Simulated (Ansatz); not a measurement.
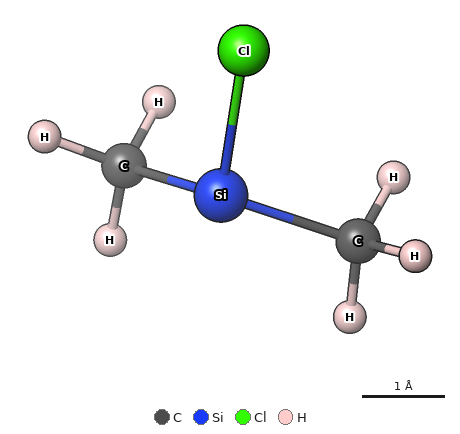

Starting structure of C₂H₆ClSi (multiplicity 2). Style: ball-and-stick. Shown from a free direction.

The start comes from PBE-D4/def2-SVP.

Theory: UKS PBE0-D4/def2-TZVP (Ansatz 0.2.0).

Input file:
```yaml
crystal:
  periodic: [false, false, false]
  atoms:
    - {symbol: C, position_ang: [-0.240008, 1.386963, -0.716387]}
    - {symbol: Si, position_ang: [-0.736166, -0.390414, -0.297899]}
    - {symbol: C, position_ang: [0.293045, -1.076338, 1.134227]}
    - {symbol: Cl, position_ang: [-0.365985, -1.585515, -1.994547]}
    - {symbol: H, position_ang: [-0.824410, 1.775972, -1.573038]}
    - {symbol: H, position_ang: [-0.411017, 2.050972, 0.155817]}
    - {symbol: H, position_ang: [0.838221, 1.426481, -0.984122]}
    - {symbol: H, position_ang: [0.133572, -0.469799, 2.049528]}
    - {symbol: H, position_ang: [1.372586, -1.042340, 0.871468]}
    - {symbol: H, position_ang: [0.023462, -2.127181, 1.358052]}
basis:
  gaussian: {orbitals: def2-TZVP}
magnetization: {spin_polarized: true, initial_magnetization: 1}
hamiltonian: {xc: pbe0, dispersion: d4}
relax: {f_tol: 0.005, max_steps: 150}
```

What does the optimiser find from here?

Answer. The atom that moves furthest after the best rigid fit is Cl4 (0.040 Å). By element the largest moves are Cl 0.040 Å, H 0.033 Å, Si 0.024 Å, C 0.012 Å. Some distances before and after: Si2–Cl4 2.108 → 2.075 Å, C1–Si2 1.892 → 1.870 Å, C1–H5 1.108 → 1.091 Å. After 5 geometry steps the energy has fallen by 1.07 kcal/mol. The largest force component goes from 0.53 to 0.0018 eV/Å. The run took about 60 core-seconds on a shared host.

Final geometry:

```xyz
10

C    -0.2364    1.3762   -0.7131
Si   -0.7144   -0.3816   -0.2922
C     0.2939   -1.0693    1.1241
Cl   -0.3658   -1.5611   -1.9628
H    -0.8186    1.7498   -1.5567
H    -0.4095    2.0302    0.1453
H     0.8247    1.4221   -0.9780
H     0.1332   -0.4735    2.0261
H     1.3591   -1.0414    0.8731
H     0.0172   -2.1029    1.3372
```
